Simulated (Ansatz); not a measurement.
CH4ClSi (SMILES [CH2][SiH2]Cl) (doublet)

The calculation's input:

```
basis:
  gaussian: {orbitals: def2-TZVPD}
crystal:
  periodic: [false, false, false]
  atoms:
    - {symbol: C, position_ang: [-1.022644, 1.473002, -0.966804]}
    - {symbol: Cl, position_ang: [-2.318459, 0.464234, 1.812684]}
    - {symbol: Si, position_ang: [-2.071552, 0.139888, -0.241100]}
    - {symbol: H, position_ang: [-1.441406, 2.421878, -1.320198]}
    - {symbol: H, position_ang: [0.071143, 1.412123, -0.989494]}
    - {symbol: H, position_ang: [-3.425905, 0.143006, -0.853455]}
    - {symbol: H, position_ang: [-1.422745, -1.187497, -0.403117]}
output: {forces: true, orbitals: {seedname: orbitals}}
hamiltonian: {xc: pbe0}
magnetization: {spin_polarized: true, initial_magnetization: 1}
```

Command:

```sh
ansatz run input.yaml --threads 1 --pin off --max-ram 2610MiB --events-out events.jsonl --progress --plain --runs-dir runs
```

Geometry: B3LYP-D3(BJ)/def2-SVP.

Method: Ansatz 0.2.0, isolated molecule in a Gaussian basis; Kohn-Sham density functional theory, functional PBE0.

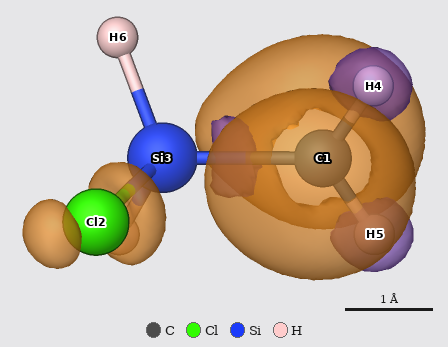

Figure 1. Isosurfaces of the spin density at +0.015 (orange) and −0.015 e/Å³ (purple), seen at a tilt.

Which atoms carry the spin?

Answer. The unpaired spin (1 electron) lies mostly on C1 (about 0.8) and Si3 (about 0.1), in electrons by Hirshfeld's partition.

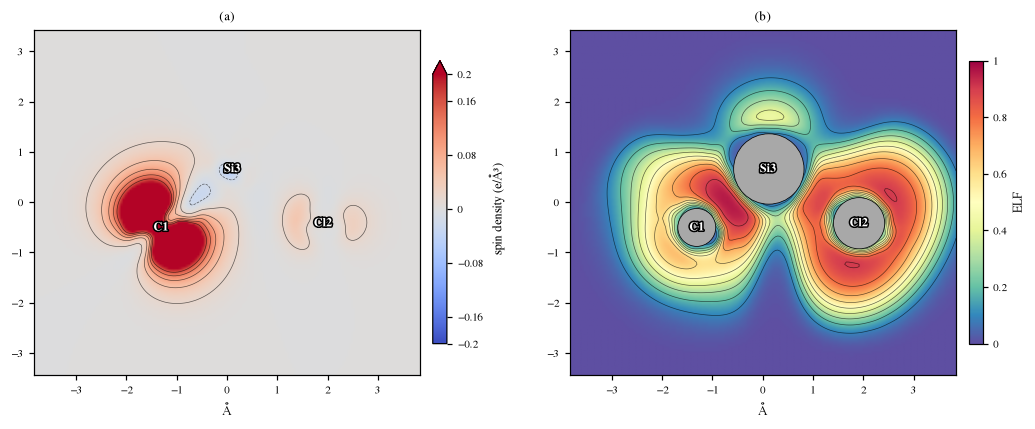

Figure 2. (a) spin density; (b) ELF on the plane of atoms C1, Si3 and Cl2. Grey discs cover the atomic cores in the ELF map.

Describe what can be read from this map.

Answer. Atoms in the plane: C, Cl and Si.
C–Si (1.85 Å): the ELF peaks at about 0.95 between the atoms (a covalent bond).
Si–Cl (2.09 Å): the ELF peaks at about 0.85 between the atoms; a polar covalent bond.
The ELF also peaks beside Cl2, away from the bonds: non-bonding electrons, paired or unpaired.

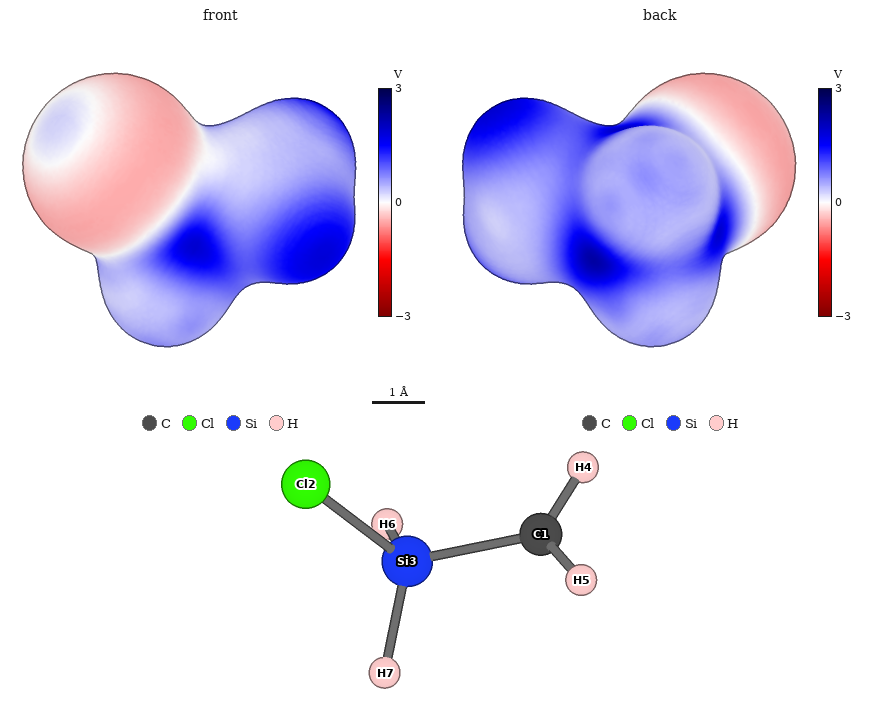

Figure 3. The electrostatic potential painted on the density surface at 0.004 e/bohr³, seen from the front and from behind; red is negative and blue positive. The bare structure is drawn below in the same view.

Which sites attract a positive test charge, and which a negative one?

Answer. A positive charge is drawn to the negative regions and a negative charge to the positive ones. The most negative region (about −0.5 V) lies over Cl2, the most positive (about +2.0 V) over Si3. Cl2 shows a σ-hole: about +0.2 V at the tip opposite its bond, against about −0.5 V on its flanks.

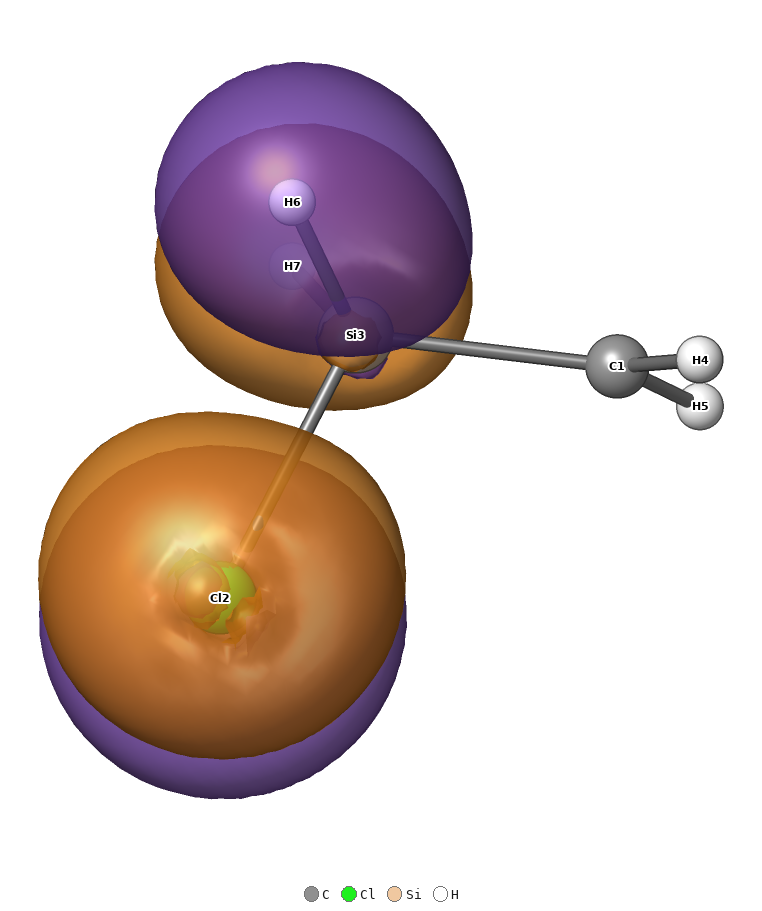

Figure 4. The HOMO−1 (α) at ±0.08 Å⁻³ᐟ² (orange and purple are the two phases), seen from one side.

Describe this orbital and give its energy.

Answer. By Hirshfeld shares it lies mainly on Cl2 (about 65 %), Si3 (about 15 %), H7 (about 10 %) and H6 (about 10 %). Its energy is −8.85 eV.
